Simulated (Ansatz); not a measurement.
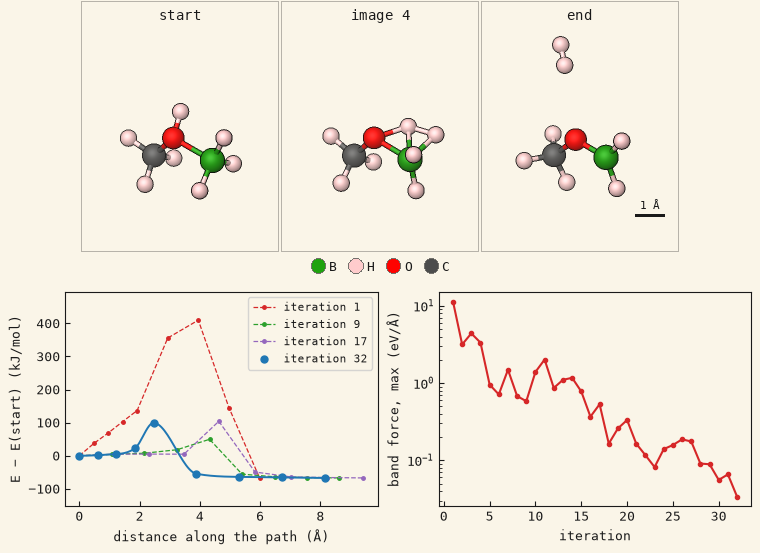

A search for the minimum-energy path of CH$_{7}$BO by the nudged elastic band. Images are numbered from 0 (start) to 8 (end). The plot follows the band through its iterations. Style: ball-and-stick. Shown from a free direction.

Level of theory: RKS B3LYP/def2-SVP in Ansatz. Run with 7 movable images; climbing image; force threshold 0.05 eV/Å; iteration limit 60; starting path through a guess of the saddle point.

**Did the band converge, and can the barrier be trusted?**

The result is final at these settings. The band converged in 32 iterations. The largest component of the band force went from 11 to 0.034 eV/Å. The climbing image converged on the top of the path. Its vibrational analysis gives one imaginary mode (1371i cm⁻¹), as a transition state must have. The first iteration put the highest image at 409.7 kJ/mol. Forward barrier 99.4 kJ/mol, backward barrier 166.4 kJ/mol, with image 4 at the top; the reaction energy is −67.0 kJ/mol.
